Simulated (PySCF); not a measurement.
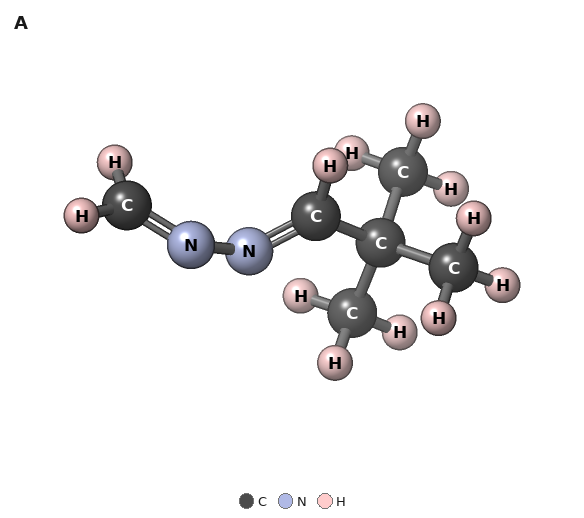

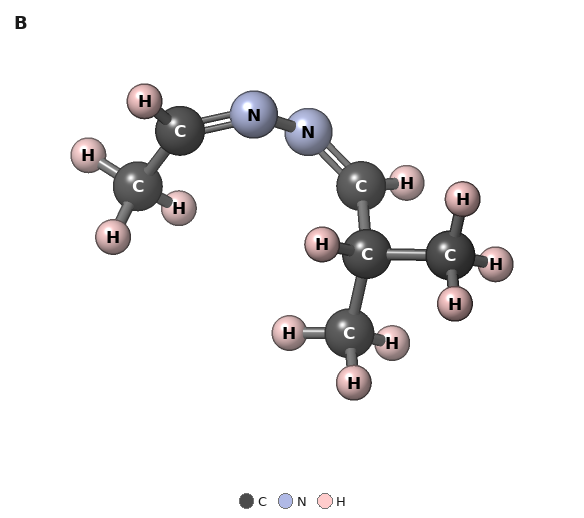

2 stationary structures of one formula. Geometries: GFN2-xTB. Electronic energies: PBE0/pcSseg-1 (PySCF 2.14.0), without zero-point energy. No frequency run is at hand to confirm each as a minimum. Each is one conformer, not always the lowest.

Which structure is the most stable?

Answer. B is lowest; A lies 0.162 eV above it. A is `C=N/N=C/C(C)(C)C`, B is `C/C=N\N=C/C(C)C`.
